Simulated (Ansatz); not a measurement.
# Is the response still linear at 0.5 V/Å? 2H-CrOS monolayer

The dipole of a slab grows in proportion to a weak field along its normal. Does the weak-field slope carry to a strong field?

Set-up. Ansatz 0.2.0, plane waves with PAW datasets (its set soft_2), PBE-D3(BJ); atoms held at their relaxed places, 18 Å of vacuum, dipole correction, cell area 6.85 Å², 18×18 k-points, smearing 0.05 eV. Without field the slab has a gap of 0.27 eV.

```tsv
run	field (V/Å)	dipole (e·Å)
run 1	−0.10	−0.10974
run 2	0.00	−0.09370
run 3	0.10	−0.07765
run 4	0.50	?
```

**Question.** What value belongs in the row marked “?”, and how far can the other rows tell?

A least-squares line through the 3 rows shown has slope 0.160450 and intercept −0.093697; no row lies more than 0.00001 e·Å off it. A perfect conductor with that slope would be 180.95 × 0.16045 / 6.85 = 4.24 Å thick. At 0.50 it gives 0.160450 × 0.50 + (−0.093697) = −0.01347 e·Å, beyond the rows fitted. Rounding and scatter of the rows alone allow about ±0.00002 e·Å there.

The run itself gives −0.01316 e·Å: a miss of +0.00031 e·Å. That is under 1 % of the induced dipole, so the response is still linear.

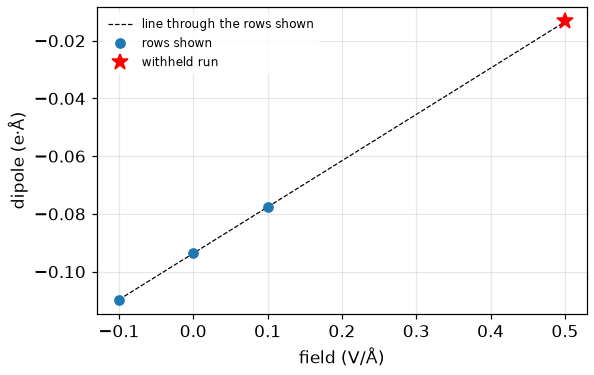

The fit and the withheld run.

Caveats: Ions are held, so this is the electronic response. Of the series that stay linear within 1 %, this collection keeps about one in seven, and it keeps all that bend. With a small gap or none the response hangs on mesh and smearing, which were not varied here.

[Logs are printed without paths, hosts, clocks, repeated set-up lines and the standing remarks that a program may print on its own settings, such as how far it seeks lower states.]
